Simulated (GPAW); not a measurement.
**Nb2NS2 MXene monolayer: work function by functional and basis**

How far do functional and basis move the work function of Nb2NS2 MXene monolayer?

Calculated with GPAW 26.7.0; GPAW, PAW setups; layer in a repeated cell with vacuum, relaxation of atoms and in-plane cell, in the first sound run; inputs show where later runs differ.

## 1. Set-up

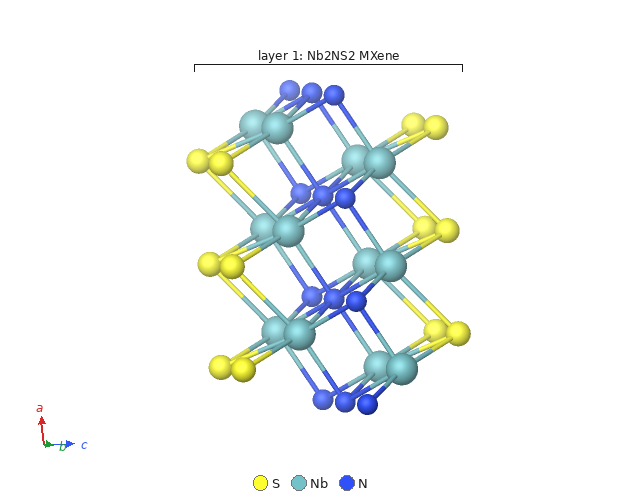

Start, viewed from the side, with the c axis across the page; sulfur yellow, niobium teal, nitrogen blue. 3×2×1 cells are drawn. Some periodic images of atoms are drawn too.

The cell holds 5 atoms: 2 S, 2 Nb and 1 N. Cell: a = 3.079 Å, b = 3.079 Å, c = 20.019 Å, α = 90.0°, β = 90.0°, γ = 120.0°. Vacuum lies along c.

## 2. Relaxation

The atoms are relaxed first, since the surface dipole, and with it the work function, follows the positions of the outer layers.

run.py

```python
import json
import numpy as np
from ase import Atoms
from ase.filters import FrechetCellFilter
from ase.optimize import BFGS
from gpaw import GPAW, PW

slab = Atoms(
    ['S', 'Nb', 'N', 'Nb', 'S'],
    positions=[
        [-0.00000, 1.77771, 7.00000],
        [1.53954, 0.88885, 8.79456],
        [0.00000, 0.00000, 10.00948],
        [-0.00000, 1.77771, 11.22440],
        [1.53954, 0.88885, 13.01896]],
    cell=[[3.07908, 0.0, 0.0], [-1.53954, 2.66656, 0.0], [0.0, 0.0, 20.019]],
    pbc=[True, True, True])

slab.calc = GPAW(mode=PW(600), xc='PBE', kpts={'size': (12, 12, 1), 'gamma': True},
                 occupations={'name': 'fermi-dirac', 'width': 0.05}, nbands='160%',
                 convergence={'density': 1e-05}, maxiter=200,
                 symmetry={'tolerance': 1e-3}, txt='slab.txt')
result = {}
# The in-plane cell is free; stress needs a cell that repeats along all three vectors
path = []
opt = BFGS(FrechetCellFilter(slab, mask=[1, 1, 0, 0, 0, 1]), maxstep=0.2)
opt.attach(lambda: path.append((slab.get_potential_energy(), slab.positions.tolist(), slab.get_forces().tolist())))
result['relaxed'] = bool(opt.run(fmax=0.02, steps=45))
result['path'] = path
result['cell'] = slab.cell.tolist()
print('in-plane lattice', slab.cell.cellpar().round(4)[[0, 1, 5]])
energy = slab.get_potential_energy()
fermi = slab.calc.get_fermi_level()
v = slab.calc.get_electrostatic_potential().mean((0, 1)) - fermi
n = slab.calc.get_pseudo_density().mean((0, 1))
L = slab.cell[2, 2]
z = np.arange(len(v)) * L / len(v)
low, high = slab.positions[:, 2].min(), slab.positions[:, 2].max()
below, above = np.interp([low - 4.8, high + 4.8], z, v)
slopes = [np.interp(x, z, np.gradient(v, z)) for x in (low - 4.8, high + 4.8)]
eps = np.array([[slab.calc.get_eigenvalues(k, s) for k in range(len(slab.calc.get_ibz_k_points()))]
                for s in range(slab.calc.get_number_of_spins())]) - fermi
top, bottom = eps[eps < 0].max(), eps[eps > 0].min()
dipole = slab.get_dipole_moment()[2]
print(f'energy {energy:.4f} eV, Fermi level {fermi:.4f} eV, dipole {dipole:.5f} e A')
print(f'potential 4.8 A off the faces, from the Fermi level: lower {below:.4f} eV, upper {above:.4f} eV')
print(f'slope of the potential there: lower {slopes[0]:.5f}, upper {slopes[1]:.5f} eV/A')
print(f'nearest levels on the mesh: {top:.4f} and {bottom:.4f} eV')
print('magnetic moment', round(slab.get_magnetic_moment(), 3))
result.update(energy=energy, fermi=fermi, dipole=dipole, below=below, above=above, slopes=slopes, edges=[top, bottom],
              z=z.tolist(), v=v.tolist(), n=n.tolist(), positions=slab.positions.tolist(),
              forces=slab.get_forces(apply_constraint=False).tolist(), moments=slab.get_magnetic_moments().tolist())
json.dump(result, open('result.json', 'w'))
```

Run with:

```sh
> OMP_NUM_THREADS=1 OPENBLAS_NUM_THREADS=1 python run.py
```

Log:

```text
Step          Energy          fmax
BFGS:    0      -41.781708        1.458205
BFGS:    1      -41.921461        1.199291
BFGS:    2      -42.104584        1.057243
BFGS:    3      -42.151149        0.916337
BFGS:    4      -42.444029        1.104517
BFGS:    5      -42.468878        0.881877
BFGS:    6      -42.557246        0.607344
BFGS:    7      -42.586681        0.296872
BFGS:    8      -42.589579        0.029726
BFGS:    9      -42.589383        0.001138
in-plane lattice [  3.2804   3.2804 120.    ]
energy -42.5838 eV, Fermi level 0.8452 eV, dipole -0.00064 e A
potential 4.8 A off the faces, from the Fermi level: lower 5.4060 eV, upper 5.4091 eV
slope of the potential there: lower -0.00087, upper -0.00039 eV/A
nearest levels on the mesh: -0.0579 and 0.1541 eV
magnetic moment 0.0
```

The job ended after 8.4 min (1 thread of Intel Xeon Platinum 8488C (Sapphire Rapids), shared host; peak memory 0.43 GiB).

This step gave:

* dipole along the normal: -6.37e-4 e·Å
* levels nearest the Fermi level on the mesh: -0.05790, 0.1541 eV from the Fermi level

The electrostatic potential energy of an electron (without an applied field's), less the Fermi level, planar mean oscillates, so the rows of the table below give means over windows of 1.67 Å about each position, cut where the curve ends. Its maxima inside the range that stand out by 2 % of the span (Å: eV): 7.9: -5.54, 9.6: -9.75, 10.4: -9.75, 12.1: -5.53. Its minima: 7.3: -17.6, 8.8: -21.9, 10.0: -14.0, 11.2: -21.9, 12.8: -17.6.

The electrostatic potential energy of an electron (without an applied field's), less the Fermi level, planar mean by z; means over each step:

```csv
z (Å),"electrostatic potential energy of an electron (without an applied field's), less the Fermi level, planar mean (eV)"
0.83,5.41
2.50,5.41
4.17,5.40
5.84,3.95
7.51,-9.93
9.18,-15.4
10.86,-15.4
12.52,-9.81
14.20,4.05
15.86,5.40
17.54,5.41
19.20,5.41
```

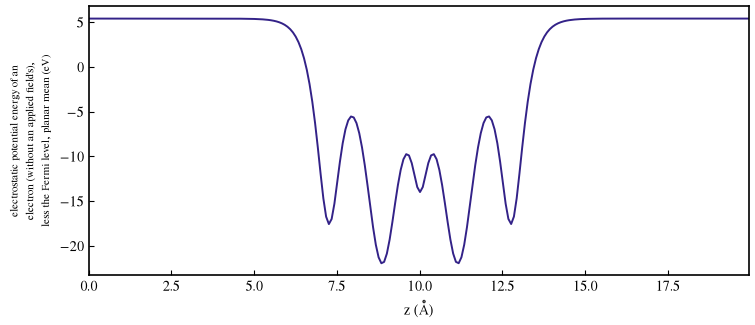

Electrostatic potential energy of an electron (without an applied field's), less the Fermi level, planar mean against z.

The pseudo valence density, planar mean by z:

```csv
z (Å),"pseudo valence density, planar mean (e/Å³)"
4,8.8e-5
6,0.0509
8,0.439
10,0.719
12,0.441
14,0.0544
16,9.4e-5
```

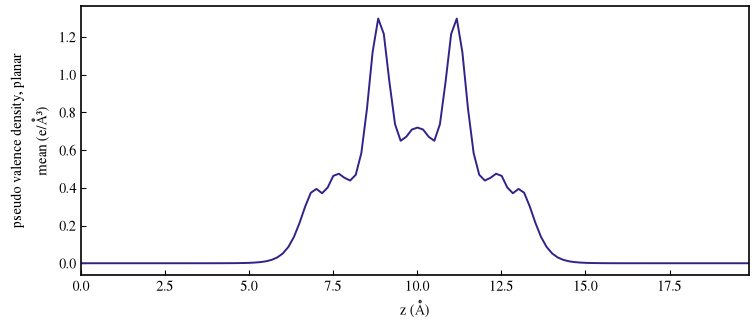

Pseudo valence density, planar mean, plotted against z.

The relaxation lowered the energy of the cell by 0.812 eV (energies extrapolated to zero smearing; the optimiser's log prints free energies). The largest force left on a free atom is 0.0011 eV/Å.

## 3. Plane waves, PBE

With the geometry fixed, the planar mean of the potential gives the vacuum level on each side.

This step: GPAW, PAW setups; slab in vacuum (GPAW 26.7.0).

The cell differs from the one that the last finished run ended in (c 20.019 → 19.512 Å).

run.py: that of step 2 with these lines changed.

```diff
@@ -3,4 +3,2 @@
 from ase import Atoms
-from ase.filters import FrechetCellFilter
-from ase.optimize import BFGS
 from gpaw import GPAW, PW
@@ -10,23 +8,16 @@
     positions=[
-        [-0.00000, 1.77771, 7.00000],
-        [1.53954, 0.88885, 8.79456],
-        [0.00000, 0.00000, 10.00948],
-        [-0.00000, 1.77771, 11.22440],
-        [1.53954, 0.88885, 13.01896]],
-    cell=[[3.07908, 0.0, 0.0], [-1.53954, 2.66656, 0.0], [0.0, 0.0, 20.019]],
-    pbc=[True, True, True])
+        [0.00000, 1.89397, 7.00000],
+        [1.64022, 0.94698, 8.61109],
+        [0.00000, 0.00000, 9.75574],
+        [0.00000, 1.89397, 10.90039],
+        [1.64022, 0.94698, 12.51148]],
+    cell=[[3.28045, -0.0, 0.0], [-1.64022, 2.84095, 0.0], [0.0, 0.0, 19.5115]],
+    pbc=[True, True, False])
 
-slab.calc = GPAW(mode=PW(600), xc='PBE', kpts={'size': (12, 12, 1), 'gamma': True},
+slab.calc = GPAW(mode=PW(500), xc='PBE', kpts={'size': (12, 12, 1), 'gamma': True},
                  occupations={'name': 'fermi-dirac', 'width': 0.05}, nbands='160%',
                  convergence={'density': 1e-05}, maxiter=200,
+                 poissonsolver={'dipolelayer': 'xy'},
                  symmetry={'tolerance': 1e-3}, txt='slab.txt')
 result = {}
-# The in-plane cell is free; stress needs a cell that repeats along all three vectors
-path = []
-opt = BFGS(FrechetCellFilter(slab, mask=[1, 1, 0, 0, 0, 1]), maxstep=0.2)
-opt.attach(lambda: path.append((slab.get_potential_energy(), slab.positions.tolist(), slab.get_forces().tolist())))
-result['relaxed'] = bool(opt.run(fmax=0.02, steps=45))
-result['path'] = path
-result['cell'] = slab.cell.tolist()
-print('in-plane lattice', slab.cell.cellpar().round(4)[[0, 1, 5]])
 energy = slab.get_potential_energy()
```

Log:

```text
energy -42.1461 eV, Fermi level 1.0093 eV, dipole -0.00030 e A
potential 4.8 A off the faces, from the Fermi level: lower 5.4055 eV, upper 5.4118 eV
slope of the potential there: lower -0.00036, upper 0.00036 eV/A
nearest levels on the mesh: -0.0585 and 0.1538 eV
magnetic moment 0.0
```

Elapsed: 50 s, on 1 thread; peak memory 0.25 GiB.

Numbers from this step:

```yaml
dipole_along_the_normal: -3.00e-4 e·Å
levels_nearest_the_fermi_level_on_the_mesh: -0.05848, 0.1538 eV from the Fermi level
upper_work_function: 5.412 eV
lower_work_function: 5.405 eV
```

The electrostatic potential energy of an electron (without an applied field's), less the Fermi level, planar mean oscillates, so the rows of the table below give means over windows of 1.67 Å about each position, cut where the curve ends. Its maxima inside the range that stand out by 2 % of the span (Å: eV): 7.7: -5.52, 9.4: -9.76, 10.1: -9.76, 11.8: -5.52. Its minima: 7.0: -17.4, 8.6: -21.9, 9.8: -14.0, 10.9: -21.9, 12.5: -17.4.

Table of electrostatic potential energy of an electron (without an applied field's), less the Fermi level, planar mean by z; means over each step:

```csv
z (Å),"electrostatic potential energy of an electron (without an applied field's), less the Fermi level, planar mean (eV)"
0.83,5.41
2.50,5.41
4.17,5.39
5.84,2.31
7.51,-11.3
9.18,-15.1
10.86,-14.7
12.52,-8.51
14.20,4.80
15.86,5.41
17.54,5.41
19.20,5.41
```

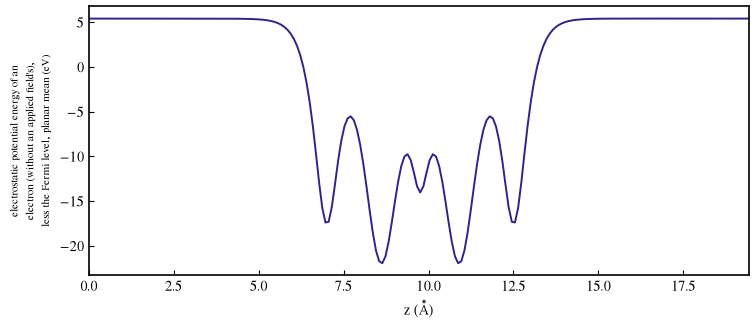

Electrostatic potential energy of an electron (without an applied field's), less the Fermi level, planar mean against z.

Table of pseudo valence density, planar mean by z:

```csv
z (Å),"pseudo valence density, planar mean (e/Å³)"
3,9.4e-6
4,2.0e-4
5,0.00462
6,0.113
7,0.387
8,0.514
9,0.860
10,0.692
11,1.22
12,0.463
13,0.344
14,0.0248
15,1.0e-3
16,4.3e-5
```

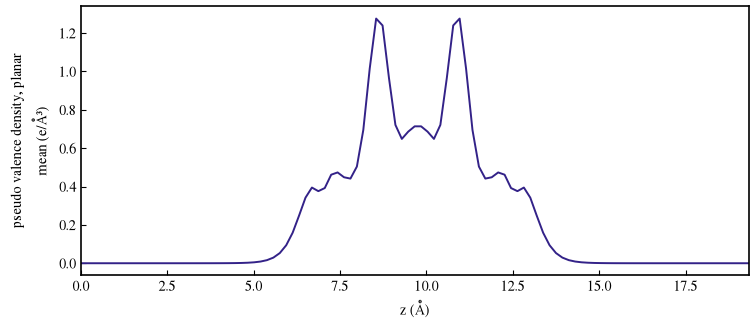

Pseudo valence density, planar mean against z.

The potential is flat to 3.6e-4 eV/Å where it is read, so the vacuum is wide enough.

## 4. Self-consistent run: xc = "LDA"

The same geometry under LDA, to see how far the functional moves the levels against the vacuum.

run.py: that of step 3 with these lines changed.

```diff
@@ -16,3 +16,3 @@
 
-slab.calc = GPAW(mode=PW(500), xc='PBE', kpts={'size': (12, 12, 1), 'gamma': True},
+slab.calc = GPAW(mode=PW(500), xc='LDA', kpts={'size': (12, 12, 1), 'gamma': True},
                  occupations={'name': 'fermi-dirac', 'width': 0.05}, nbands='160%',
```

Log:

```text
energy -46.7637 eV, Fermi level 0.7618 eV, dipole -0.00030 e A
potential 4.8 A off the faces, from the Fermi level: lower 5.6467 eV, upper 5.6530 eV
slope of the potential there: lower -0.00037, upper 0.00037 eV/A
nearest levels on the mesh: -0.0617 and 0.1550 eV
magnetic moment 0.0
```

Elapsed: 47 s, on 1 thread; peak memory 0.25 GiB.

Numbers from this step:

```yaml
levels_nearest_the_fermi_level_on_the_mesh: -0.06168, 0.1550 eV from the Fermi level
upper_work_function: 5.653 eV
lower_work_function: 5.647 eV
```

The electrostatic potential energy of an electron (without an applied field's), less the Fermi level, planar mean oscillates, so the rows of the table below give means over windows of 1.67 Å about each position, cut where the curve ends. Its maxima inside the range that stand out by 2 % of the span (Å: eV): 7.7: -5.26, 9.4: -9.46, 10.1: -9.46, 11.8: -5.26. Its minima: 7.0: -17.2, 8.6: -21.7, 9.8: -13.7, 10.9: -21.6, 12.5: -17.2.

Table of electrostatic potential energy of an electron (without an applied field's), less the Fermi level, planar mean by z; means over each step:

```csv
z (Å),"electrostatic potential energy of an electron (without an applied field's), less the Fermi level, planar mean (eV)"
0.83,5.65
2.50,5.65
4.17,5.63
5.84,2.52
7.51,-11.1
9.18,-14.8
10.86,-14.4
12.52,-8.28
14.20,5.03
15.86,5.65
17.54,5.65
19.20,5.65
```

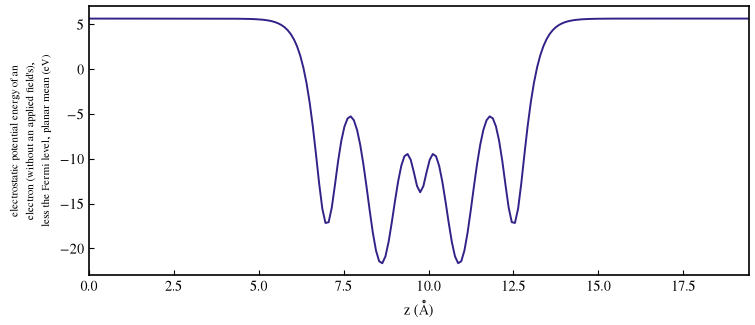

Electrostatic potential energy of an electron (without an applied field's), less the Fermi level, planar mean against z.

Table of pseudo valence density, planar mean by z:

```csv
z (Å),"pseudo valence density, planar mean (e/Å³)"
2,0
4,2.0e-4
6,0.113
8,0.515
10,0.691
12,0.462
14,0.0253
16,4.1e-5
```

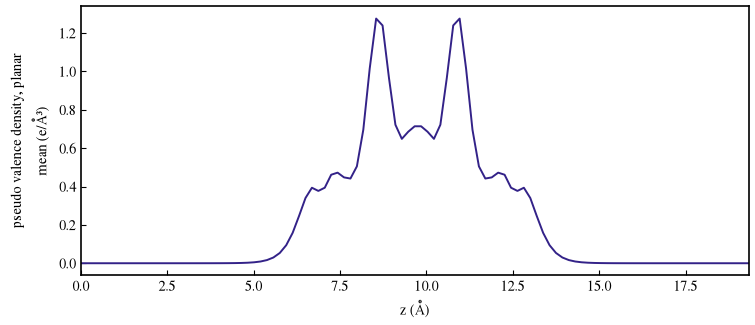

Pseudo valence density, planar mean, plotted against z.

Force by atom:

```csv
atom,x (eV/Å),y (eV/Å),z (eV/Å),size
S1,0.000,0.000,0.563,0.563
Nb2,0.000,0.000,0.245,0.245
N3,0.000,0.000,0.000,0.000
Nb4,0.000,0.000,-0.245,0.245
S5,0.000,0.000,-0.563,0.563
```

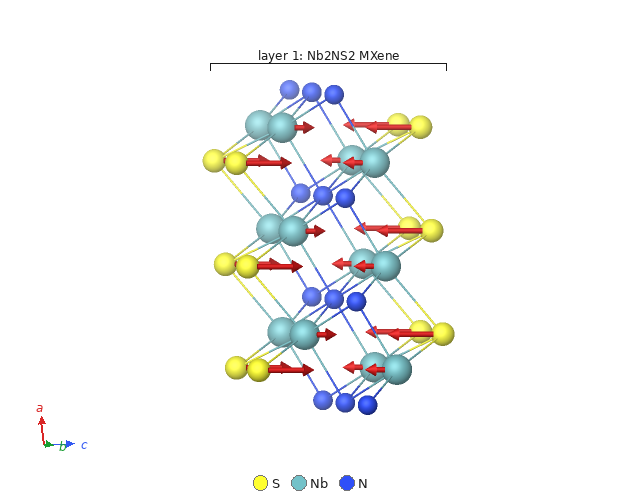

Force as arrows, the longest 0.563 eV/Å. 3×2×1 cells are drawn. Some periodic images of atoms are drawn too.

The upper face's work function is 5.653 eV, against 5.412 eV in the first plane-wave PBE run at this geometry.

## 5. Self-consistent run: xc = "vdW-DF2"

The same geometry under vdW-DF2, to see how far the functional moves the levels against the vacuum (the van der Waals functionals take revPBE setups).

run.py: that of step 4 with these lines changed.

```diff
@@ -16,3 +16,3 @@
 
-slab.calc = GPAW(mode=PW(500), xc='LDA', kpts={'size': (12, 12, 1), 'gamma': True},
+slab.calc = GPAW(mode=PW(500), xc='vdW-DF2', kpts={'size': (12, 12, 1), 'gamma': True},
                  occupations={'name': 'fermi-dirac', 'width': 0.05}, nbands='160%',
```

Log:

```text
energy -265.0583 eV, Fermi level 0.8009 eV, dipole -0.00030 e A
potential 4.8 A off the faces, from the Fermi level: lower 5.7967 eV, upper 5.8030 eV
slope of the potential there: lower -0.00043, upper 0.00043 eV/A
nearest levels on the mesh: -0.0572 and 0.1343 eV
magnetic moment 0.0
```

The job ended after 63 s (1 thread; peak memory 0.43 GiB).

Numbers from this step:

```
dipole along the normal                    : -2.99e-4 e·Å
levels nearest the Fermi level on the mesh : -0.05721, 0.1343 eV from the Fermi level
upper work function                        : 5.803 eV
lower work function                        : 5.797 eV
```

The electrostatic potential energy of an electron (without an applied field's), less the Fermi level, planar mean oscillates, so the rows of the table below give means over windows of 1.67 Å about each position, cut where the curve ends. Its maxima inside the range that stand out by 2 % of the span (Å: eV): 7.7: -5.64, 9.4: -9.89, 10.1: -9.89, 11.8: -5.64. Its minima: 7.0: -17.3, 8.6: -22.2, 9.8: -14.1, 10.9: -22.2, 12.5: -17.3.

Table of electrostatic potential energy of an electron (without an applied field's), less the Fermi level, planar mean by z; means over each step:

```csv
z (Å),"electrostatic potential energy of an electron (without an applied field's), less the Fermi level, planar mean (eV)"
0.83,5.80
2.50,5.80
4.17,5.78
5.84,2.57
7.51,-11.4
9.18,-15.2
10.86,-14.9
12.52,-8.44
14.20,5.13
15.86,5.80
17.54,5.80
19.20,5.80
```

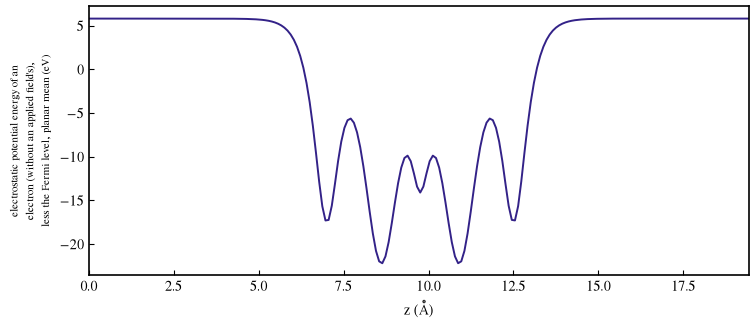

Electrostatic potential energy of an electron (without an applied field's), less the Fermi level, planar mean against z.

The upper face's work function is 5.803 eV, against 5.412 eV in the first plane-wave PBE run at this geometry.

## 6. Self-consistent run: xc = "RPBE"

The same geometry under RPBE, to see how far the functional moves the levels against the vacuum.

run.py: that of step 5 with these lines changed.

```diff
@@ -16,3 +16,3 @@
 
-slab.calc = GPAW(mode=PW(500), xc='vdW-DF2', kpts={'size': (12, 12, 1), 'gamma': True},
+slab.calc = GPAW(mode=PW(500), xc='RPBE', kpts={'size': (12, 12, 1), 'gamma': True},
                  occupations={'name': 'fermi-dirac', 'width': 0.05}, nbands='160%',
```

Log:

```text
energy -39.9361 eV, Fermi level 1.0983 eV, dipole -0.00030 e A
potential 4.8 A off the faces, from the Fermi level: lower 5.3142 eV, upper 5.3205 eV
slope of the potential there: lower -0.00037, upper 0.00037 eV/A
nearest levels on the mesh: -0.0577 and 0.1519 eV
magnetic moment 0.0
```

It took 49 s on 1 thread; peak memory 0.26 GiB.

This step gave:

```yaml
dipole_along_the_normal: -3.00e-4 e·Å
levels_nearest_the_fermi_level_on_the_mesh: -0.05773, 0.1519 eV from the Fermi level
upper_work_function: 5.321 eV
lower_work_function: 5.314 eV
```

The upper face's work function is 5.321 eV, against 5.412 eV in the first plane-wave PBE run at this geometry.

[end of part 1 of 2]

[Logs are printed without paths, hosts, clocks, repeated set-up lines and the standing remarks that a program may print on its own settings, such as how far it seeks lower states.]

[Hosts, paths, dates, database ids (printed as entryN), source tags and the programs' standing remarks are cut or masked in the printed files.]
